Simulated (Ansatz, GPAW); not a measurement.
# S/Pd(111): converging a work function, part 2 of 3

Aim: the settings at which the work function of S/Pd(111) stops moving.

GPAW 26.7.0 and Ansatz 0.2.0; Ansatz plane waves; slab in vacuum with a dipole correction, relaxation; PAW set soft_1 (the session's first sound run).

So far: The structure; Relaxation.

**2. Relaxation (continued)**

The electrostatic potential energy of an electron (with the applied field's), less the Fermi level, planar mean oscillates, so the rows of the table below give means over windows of 2.34 Å about each position, cut where the curve ends. Its maxima inside the range that stand out by 2 % of the span (Å: eV): 9.1: 0.809, 11.4: 1.11, 13.7: 1.19, 15.9: -2.75. Its minima: 8.0: -19.1, 10.3: -19.0, 12.5: -19.1, 14.8: -19.3, 16.5: -4.44.

Electrostatic potential energy of an electron (with the applied field's), less the Fermi level, planar mean against z; means over each step:

```csv
z (Å),"electrostatic potential energy of an electron (with the applied field's), less the Fermi level, planar mean (eV)"
1.17,5.22
3.51,5.23
5.85,4.61
8.19,-8.41
10.53,-8.55
12.87,-8.48
15.21,-9.95
17.55,1.54
19.89,5.07
22.23,5.08
24.57,5.09
```

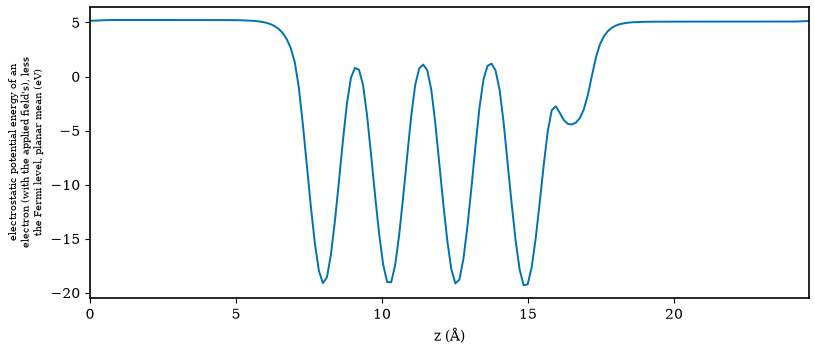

Electrostatic potential energy of an electron (with the applied field's), less the Fermi level, planar mean, plotted against z.

The valence density, planar mean oscillates, so the rows of the table below give means over windows of 2.34 Å about each position, cut where the curve ends. Its maxima inside the range that stand out by 2 % of the span (Å: e/Å³): 8.0: 2.62, 10.3: 2.60, 12.5: 2.62, 14.8: 2.59. Its minima: 9.1: 0.269, 11.4: 0.241, 13.7: 0.228.

Valence density, planar mean against z; means over each step:

| z (Å) | valence density, planar mean (e/Å³) |
| --- | --- |
| 3.51 | 4.4e-5 |
| 5.85 | 0.0275 |
| 8.19 | 1.18 |
| 10.53 | 1.18 |
| 12.87 | 1.17 |
| 15.21 | 1.21 |
| 17.55 | 0.126 |
| 19.89 | 2.9e-4 |
| 22.23 | 0 |

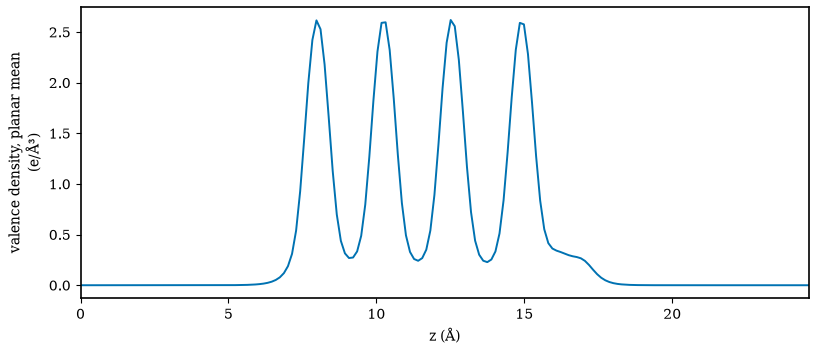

Valence density, planar mean against z.

The relaxation lowered the energy of the cell by 0.907 eV.

**3. The slab's potential**

With the geometry fixed, the planar mean of the potential gives the vacuum level on each side.

This step: GPAW, PAW setups; slab in vacuum (GPAW 26.7.0).

Input file run.py:

```python
import json
import numpy as np
from ase import Atoms
from gpaw import GPAW, PW

slab = Atoms(
    ['Pd', 'Pd', 'Pd', 'Pd', 'Pd', 'Pd', 'Pd', 'Pd', 'Pd', 'Pd', 'Pd', 'Pd', 'Pd', 'Pd', 'Pd', 'Pd', 'S', 'S'],
    positions=[
        [-0.00000, 0.00000, 8.00000],
        [1.37532, 0.79404, 10.24589],
        [2.75065, 1.59621, 12.54751],
        [-0.00000, -0.04955, 14.84712],
        [1.37532, 2.38213, 8.00000],
        [2.75065, 3.17617, 10.24589],
        [4.12597, 3.96032, 12.55532],
        [1.37532, 2.39432, 14.96840],
        [2.75065, 0.00000, 8.00000],
        [4.12597, 0.79404, 10.24589],
        [5.50129, 1.59621, 12.54751],
        [2.75065, -0.04955, 14.84712],
        [4.12597, 2.38213, 8.00000],
        [5.50129, 3.17617, 10.24589],
        [6.87661, 3.96032, 12.55532],
        [4.12597, 2.39432, 14.96840],
        [2.75065, 1.40480, 16.58000],
        [5.50129, 1.40480, 16.58000]],
    cell=[[5.50129, 0.0, 0.0], [2.75065, 4.76426, 0.0], [0.0, 0.0, 24.74811]],
    pbc=[True, True, False])

slab.calc = GPAW(mode=PW(400), xc='PBE', kpts={'size': (7, 7, 1), 'gamma': True},
                 occupations={'name': 'fermi-dirac', 'width': 0.1}, nbands='160%',
                 convergence={'density': 1e-05}, maxiter=200,
                 poissonsolver={'dipolelayer': 'xy'},
                 symmetry={'tolerance': 1e-3}, txt='slab.txt')
result = {}
energy = slab.get_potential_energy()
fermi = slab.calc.get_fermi_level()
v = slab.calc.get_electrostatic_potential().mean((0, 1)) - fermi
n = slab.calc.get_pseudo_density().mean((0, 1))
L = slab.cell[2, 2]
z = np.arange(len(v)) * L / len(v)
low, high = slab.positions[:, 2].min(), slab.positions[:, 2].max()
below, above = np.interp([low - 5.8, high + 5.8], z, v)
slopes = [np.interp(x, z, np.gradient(v, z)) for x in (low - 5.8, high + 5.8)]
eps = np.array([[slab.calc.get_eigenvalues(k, s) for k in range(len(slab.calc.get_ibz_k_points()))]
                for s in range(slab.calc.get_number_of_spins())]) - fermi
top, bottom = eps[eps < 0].max(), eps[eps > 0].min()
dipole = slab.get_dipole_moment()[2]
print(f'energy {energy:.4f} eV, Fermi level {fermi:.4f} eV, dipole {dipole:.5f} e A')
print(f'potential 5.8 A off the faces, from the Fermi level: lower {below:.4f} eV, upper {above:.4f} eV')
print(f'slope of the potential there: lower {slopes[0]:.5f}, upper {slopes[1]:.5f} eV/A')
print(f'nearest levels on the mesh: {top:.4f} and {bottom:.4f} eV')
print('magnetic moment', round(slab.get_magnetic_moment(), 3))
result.update(energy=energy, fermi=fermi, dipole=dipole, below=below, above=above, slopes=slopes, edges=[top, bottom],
              z=z.tolist(), v=v.tolist(), n=n.tolist(), positions=slab.positions.tolist(),
              forces=slab.get_forces(apply_constraint=False).tolist(), moments=slab.get_magnetic_moments().tolist())
json.dump(result, open('result.json', 'w'))
```

On the command line:

```sh
OMP_NUM_THREADS=1 OPENBLAS_NUM_THREADS=1 python run.py
```

Numbers of over 12 decimals in the logs are rounded to 6 here.

Log:

```text
energy -67.0132 eV, Fermi level 0.8715 eV, dipole 0.02154 e A
potential 5.8 A off the faces, from the Fermi level: lower 5.2232 eV, upper 5.0769 eV
slope of the potential there: lower -0.00003, upper 0.00015 eV/A
nearest levels on the mesh: -0.0014 and 0.0005 eV
magnetic moment 0.0
```

Run time: 87 min. Hardware: 1 thread of Arm Neoverse V1, shared host; peak memory 1.1 GiB.

Numbers from this step:

```yaml
dipole_along_the_normal: 0.02154 e·Å
levels_nearest_the_fermi_level_on_the_mesh: -0.001423, 5.00e-4 eV from the Fermi level
upper_work_function: 5.077 eV
lower_work_function: 5.223 eV
```

The electrostatic potential energy of an electron (without an applied field's), less the Fermi level, planar mean oscillates, so the rows of the table below give means over windows of 2.27 Å about each position, cut where the curve ends. Its maxima inside the range that stand out by 2 % of the span (Å: eV): 9.1: 0.810, 11.4: 1.06, 13.7: 1.21, 15.9: -2.48. Its minima: 8.0: -23.0, 10.2: -23.2, 12.6: -23.2, 15.0: -23.3, 16.6: -11.2.

The electrostatic potential energy of an electron (without an applied field's), less the Fermi level, planar mean by z; means over each step:

```
z (Å)  electrostatic potential energy of an electron (without an applied field's), less the Fermi level, planar mean (eV)
 1.14                                                                                                                5.22
 3.41                                                                                                                5.22
 5.68                                                                                                                4.87
 7.95                                                                                                               -8.99
10.22                                                                                                               -9.34
12.49                                                                                                               -9.28
14.76                                                                                                               -9.91
17.03                                                                                                               -1.99
19.30                                                                                                                5.04
21.57                                                                                                                5.08
23.84                                                                                                                5.08
```

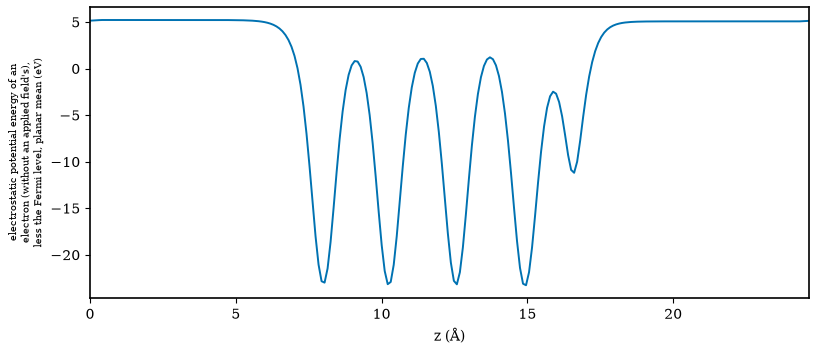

Electrostatic potential energy of an electron (without an applied field's), less the Fermi level, planar mean, plotted against z.

The pseudo valence density, planar mean oscillates, so the rows of the table below give means over windows of 2.27 Å about each position, cut where the curve ends. Its maxima inside the range that stand out by 2 % of the span (Å: e/Å³): 8.0: 2.73, 10.3: 2.70, 12.6: 2.75, 14.8: 2.67. Its minima: 9.1: 0.267, 11.3: 0.244, 13.8: 0.234.

The pseudo valence density, planar mean by z; means over each step:

| z (Å) | pseudo valence density, planar mean (e/Å³) |
| --- | --- |
| 3.41 | 3.2e-5 |
| 5.68 | 0.0153 |
| 7.95 | 1.06 |
| 10.22 | 1.07 |
| 12.49 | 1.07 |
| 14.76 | 1.08 |
| 17.03 | 0.202 |
| 19.30 | 0.00182 |
| 21.57 | 0 |

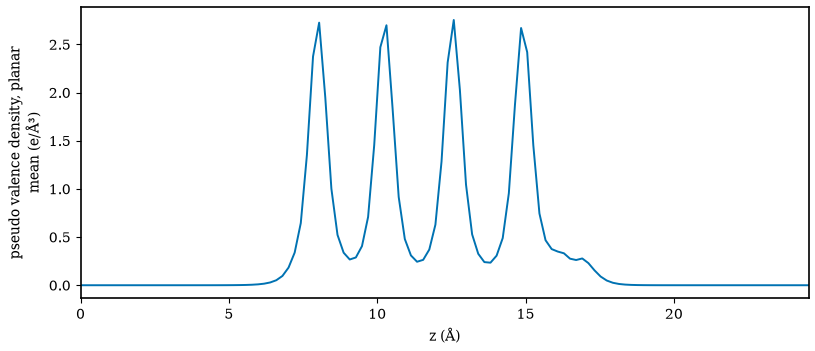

Pseudo valence density, planar mean against z.

Force by atom:

| atom | x (eV/Å) | y (eV/Å) | z (eV/Å) | size |
| --- | --- | --- | --- | --- |
| Pd1 | 0.000 | -0.006 | -0.339 | 0.339 |
| Pd2 | 0.000 | -0.056 | 0.308 | 0.313 |
| Pd3 | 0.000 | -0.001 | -0.001 | 0.001 |
| Pd4 | 0.000 | -0.063 | -0.058 | 0.086 |
| Pd5 | 0.000 | 0.005 | -0.346 | 0.346 |
| Pd6 | 0.000 | 0.058 | 0.364 | 0.368 |
| Pd7 | 0.000 | 0.002 | -0.001 | 0.002 |
| Pd8 | 0.000 | 0.071 | -0.077 | 0.105 |
| Pd9 | 0.000 | -0.006 | -0.339 | 0.339 |
| Pd10 | 0.000 | -0.056 | 0.308 | 0.313 |
| Pd11 | 0.000 | -0.001 | -0.001 | 0.001 |
| Pd12 | 0.000 | -0.063 | -0.058 | 0.086 |
| Pd13 | 0.000 | 0.005 | -0.346 | 0.346 |
| Pd14 | 0.000 | 0.058 | 0.364 | 0.368 |
| Pd15 | 0.000 | 0.002 | -0.001 | 0.002 |
| Pd16 | 0.000 | 0.071 | -0.077 | 0.105 |
| S17 | 0.000 | -0.008 | 0.148 | 0.148 |
| S18 | 0.000 | -0.008 | 0.148 | 0.148 |

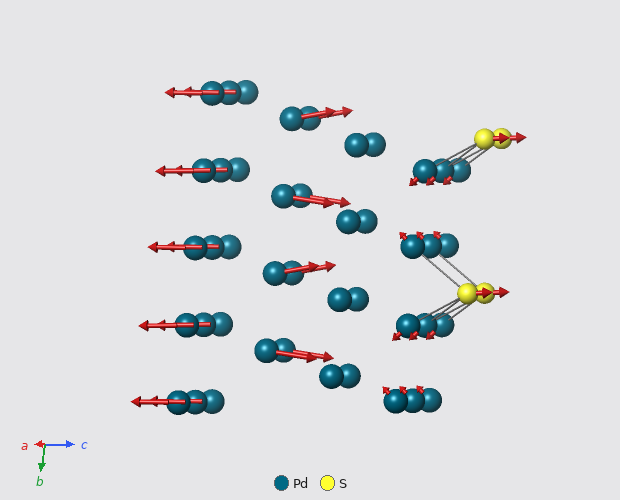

Force as arrows, the longest 0.368 eV/Å. Bonds to atoms that aren't drawn are left out. 1×2×1 cells are drawn. Some periodic images of atoms are drawn too.

The potential is flat to 1.5e-4 eV/Å where it is read, so the vacuum is wide enough. The geometry is the other program's minimum; here the largest force on a free atom is 0.15 eV/Å.

**4. Cutoff 200**

The cutoff limits how sharply the smooth valence waves can vary, which tells mostly near the atoms.

Changes to run.py since step 3:

```diff
@@ -29,3 +29,3 @@
 
-slab.calc = GPAW(mode=PW(400), xc='PBE', kpts={'size': (7, 7, 1), 'gamma': True},
+slab.calc = GPAW(mode=PW(200), xc='PBE', kpts={'size': (7, 7, 1), 'gamma': True},
                  occupations={'name': 'fermi-dirac', 'width': 0.1}, nbands='160%',
```

Log:

```text
energy -57.8047 eV, Fermi level 0.8952 eV, dipole 0.02490 e A
potential 5.8 A off the faces, from the Fermi level: lower 5.2659 eV, upper 5.0551 eV
slope of the potential there: lower -0.00279, upper -0.00084 eV/A
nearest levels on the mesh: -0.0009 and 0.0055 eV
magnetic moment 0.0
```

Elapsed: 32 min, on 1 thread; peak memory 0.49 GiB.

The run finished. A setting was moved off its sound value on purpose, so it serves as a test and not as the result.

The fault put into the input: a cutoff under that of the base run: the energy of the cell lies 9.2 eV from the base value (ecut = 200).

The two runs compared:

```
                     quantity  this run  sound run  difference
dipole along the normal (e·Å)  0.024902   0.021543     0.00336
     upper work function (eV)    5.0551     5.0769     -0.0218
     lower work function (eV)    5.2659     5.2232      0.0427
```

One result that differs is the dipole along the normal, 0.0249 e·Å against 0.0215 e·Å.

**5. Cutoff 300**

The cutoff limits how sharply the smooth valence waves can vary, which tells mostly near the atoms.

Changes to run.py since step 4:

```diff
@@ -29,3 +29,3 @@
 
-slab.calc = GPAW(mode=PW(200), xc='PBE', kpts={'size': (7, 7, 1), 'gamma': True},
+slab.calc = GPAW(mode=PW(300), xc='PBE', kpts={'size': (7, 7, 1), 'gamma': True},
                  occupations={'name': 'fermi-dirac', 'width': 0.1}, nbands='160%',
```

Log:

```text
energy -63.2631 eV, Fermi level 0.8786 eV, dipole 0.02438 e A
potential 5.8 A off the faces, from the Fermi level: lower 5.2393 eV, upper 5.0733 eV
slope of the potential there: lower -0.00031, upper 0.00037 eV/A
nearest levels on the mesh: -0.0001 and 0.0021 eV
magnetic moment 0.0
```

Wall time 72 min (1 thread); peak memory 0.78 GiB.

The run finished. A setting was moved off its sound value on purpose, so it serves as a test and not as the result.

The fault put into the input: a cutoff under that of the base run: the energy of the cell lies 3.8 eV from the base value (ecut = 300).

The two runs compared:

```
                     quantity  this run  sound run  difference
dipole along the normal (e·Å)  0.024376   0.021543     0.00283
     upper work function (eV)    5.0733     5.0769    -0.00366
     lower work function (eV)    5.2393     5.2232      0.0161
```

The two runs differ clearly in the dipole along the normal: 0.0244 e·Å against 0.0215 e·Å.

**6. Cutoff 700: ecut = 700**

The cutoff limits how sharply the smooth valence waves can vary, which tells mostly near the atoms.

Changes to run.py since step 5:

```diff
@@ -29,3 +29,3 @@
 
-slab.calc = GPAW(mode=PW(300), xc='PBE', kpts={'size': (7, 7, 1), 'gamma': True},
+slab.calc = GPAW(mode=PW(700), xc='PBE', kpts={'size': (7, 7, 1), 'gamma': True},
                  occupations={'name': 'fermi-dirac', 'width': 0.1}, nbands='160%',
```

Log:

```text
energy -67.6992 eV, Fermi level 0.8699 eV, dipole 0.02162 e A
potential 5.8 A off the faces, from the Fermi level: lower 5.2219 eV, upper 5.0747 eV
slope of the potential there: lower 0.00001, upper -0.00007 eV/A
nearest levels on the mesh: -0.0010 and 0.0002 eV
magnetic moment 0.0
```

Elapsed: 3.7 h, on 1 thread; peak memory 2.4 GiB.

Numbers from this step:

```yaml
dipole_along_the_normal: 0.02162 e·Å
levels_nearest_the_fermi_level_on_the_mesh: -9.75e-4, 2.29e-4 eV from the Fermi level
upper_work_function: 5.075 eV
lower_work_function: 5.222 eV
```

The electrostatic potential energy of an electron (without an applied field's), less the Fermi level, planar mean oscillates, so the rows of the table below give means over windows of 2.24 Å about each position, cut where the curve ends. Its maxima inside the range that stand out by 2 % of the span (Å: eV): 9.1: 0.852, 11.4: 1.09, 13.7: 1.20, 15.9: -2.50. Its minima: 8.0: -23.0, 10.2: -23.1, 12.5: -23.2, 14.9: -23.4, 16.6: -11.2.

Table of electrostatic potential energy of an electron (without an applied field's), less the Fermi level, planar mean by z; means over each step:

```
z (Å)  electrostatic potential energy of an electron (without an applied field's), less the Fermi level, planar mean (eV)
 1.12                                                                                                                5.22
 3.36                                                                                                                5.22
 5.60                                                                                                                4.95
 7.84                                                                                                               -8.99
10.08                                                                                                               -9.47
12.32                                                                                                               -9.39
14.56                                                                                                               -9.73
16.80                                                                                                               -2.80
19.04                                                                                                                5.01
21.28                                                                                                                5.07
23.52                                                                                                                5.08
```

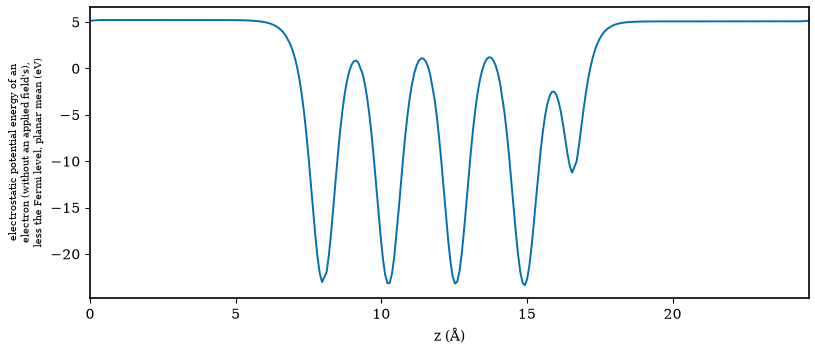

Electrostatic potential energy of an electron (without an applied field's), less the Fermi level, planar mean, plotted against z.

The pseudo valence density, planar mean oscillates, so the rows of the table below give means over windows of 2.32 Å about each position, cut where the curve ends. Its maxima inside the range that stand out by 2 % of the span (Å: e/Å³): 8.0: 2.73, 10.2: 2.75, 12.5: 2.76, 14.8: 2.67. Its minima: 9.1: 0.264, 11.4: 0.243, 13.8: 0.228.

The pseudo valence density, planar mean by z; means over each step:

| z (Å) | pseudo valence density, planar mean (e/Å³) |
| --- | --- |
| 3.48 | 4.0e-5 |
| 5.80 | 0.0229 |
| 8.12 | 1.05 |
| 10.44 | 1.06 |
| 12.76 | 1.05 |
| 15.08 | 1.08 |
| 17.40 | 0.145 |
| 19.72 | 4.9e-4 |
| 22.04 | 0 |

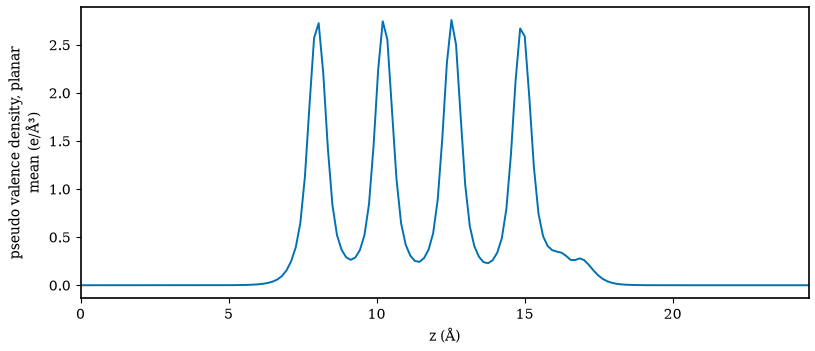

Pseudo valence density, planar mean against z.

Force by atom:

```
atom  x (eV/Å)  y (eV/Å)  z (eV/Å)   size
 Pd1     0.000    -0.006    -0.333  0.333
 Pd2     0.000    -0.056     0.310  0.315
 Pd3     0.000    -0.001    -0.001  0.002
 Pd4     0.000    -0.063    -0.063  0.090
 Pd5     0.000     0.005    -0.340  0.340
 Pd6     0.000     0.058     0.364  0.369
 Pd7     0.000     0.002    -0.001  0.002
 Pd8     0.000     0.070    -0.081  0.107
 Pd9     0.000    -0.006    -0.333  0.333
Pd10     0.000    -0.056     0.310  0.315
Pd11     0.000    -0.001    -0.001  0.002
Pd12     0.000    -0.063    -0.063  0.090
Pd13     0.000     0.005    -0.340  0.340
Pd14     0.000     0.058     0.365  0.369
Pd15     0.000     0.002    -0.001  0.002
Pd16     0.000     0.070    -0.081  0.107
 S17     0.000    -0.006     0.148  0.148
 S18     0.000    -0.006     0.148  0.148
```

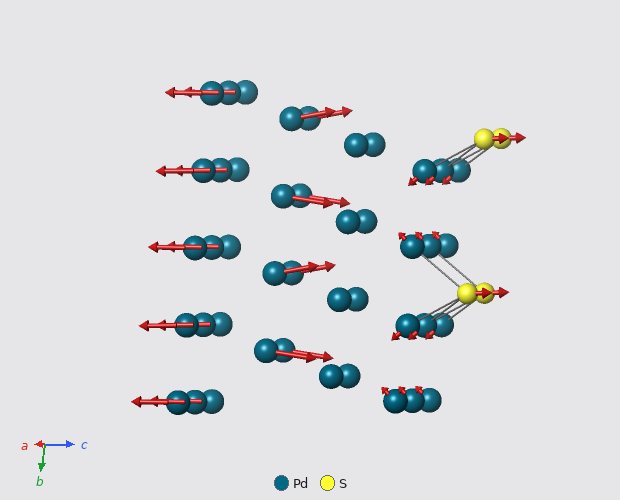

Force as arrows, the longest 0.369 eV/Å. Bonds to atoms that aren't drawn are left out. 1×2×1 cells are drawn. Some periodic images of atoms are drawn too.

The upper face's work function is 5.075 eV, against 5.077 eV in the first plane-wave PBE run at this geometry.

**7. K mesh 2×2**

The mesh in the plane samples the bands: a metal's Fermi level needs it dense, and band edges must lie on it.

Changes to run.py since step 6:

```diff
@@ -29,3 +29,3 @@
 
-slab.calc = GPAW(mode=PW(700), xc='PBE', kpts={'size': (7, 7, 1), 'gamma': True},
+slab.calc = GPAW(mode=PW(400), xc='PBE', kpts={'size': (2, 2, 1), 'gamma': True},
                  occupations={'name': 'fermi-dirac', 'width': 0.1}, nbands='160%',
```

Log:

```text
energy -68.3861 eV, Fermi level 0.9412 eV, dipole -0.00688 e A
potential 5.8 A off the faces, from the Fermi level: lower 5.0551 eV, upper 5.1053 eV
slope of the potential there: lower -0.00006, upper 0.00005 eV/A
nearest levels on the mesh: -0.0563 and 0.0112 eV
magnetic moment 0.0
```

It took 17 min on 1 thread; peak memory 0.56 GiB.

The run finished with changed settings (kpts = [2, 2]); it serves as a test.

Side by side:

| quantity | this run | sound run | difference |
| --- | --- | --- | --- |
| dipole along the normal (e·Å) | -0.0068806 | 0.021543 | -0.0284 |
| upper work function (eV) | 5.1053 | 5.0769 | 0.0284 |
| lower work function (eV) | 5.0551 | 5.2232 | -0.168 |

The two runs differ clearly in the lower work function: 5.06 eV against 5.22 eV.

**8. K mesh 4×4**

The mesh in the plane samples the bands: a metal's Fermi level needs it dense, and band edges must lie on it.

Changes to run.py since step 7:

```diff
@@ -29,3 +29,3 @@
 
-slab.calc = GPAW(mode=PW(400), xc='PBE', kpts={'size': (2, 2, 1), 'gamma': True},
+slab.calc = GPAW(mode=PW(400), xc='PBE', kpts={'size': (4, 4, 1), 'gamma': True},
                  occupations={'name': 'fermi-dirac', 'width': 0.1}, nbands='160%',
```

Log:

```text
energy -66.9447 eV, Fermi level 0.8906 eV, dipole 0.01448 e A
potential 5.8 A off the faces, from the Fermi level: lower 5.1753 eV, upper 5.0781 eV
slope of the potential there: lower -0.00006, upper 0.00005 eV/A
nearest levels on the mesh: -0.0183 and 0.0148 eV
magnetic moment 0.0
```

Run time: 41 min. Hardware: 1 thread; peak memory 0.73 GiB.

The run finished with changed settings (kpts = [4, 4]); it serves as a test.

The two runs compared:

```csv
quantity,this run,sound run,difference
dipole along the normal (e·Å),0.014480,0.021543,-0.00706
upper work function (eV),5.0781,5.0769,0.00114
lower work function (eV),5.1753,5.2232,-0.0478
```

One result that differs is the lower work function, 5.18 eV against 5.22 eV.

[end of part 2 of 3]

[Logs are printed without paths, hosts, clocks, repeated set-up lines and the standing remarks that a program may print on its own settings, such as how far it seeks lower states.]

[Hosts, paths, dates, database ids (printed as entryN), source tags and the programs' standing remarks are cut or masked in the printed files.]
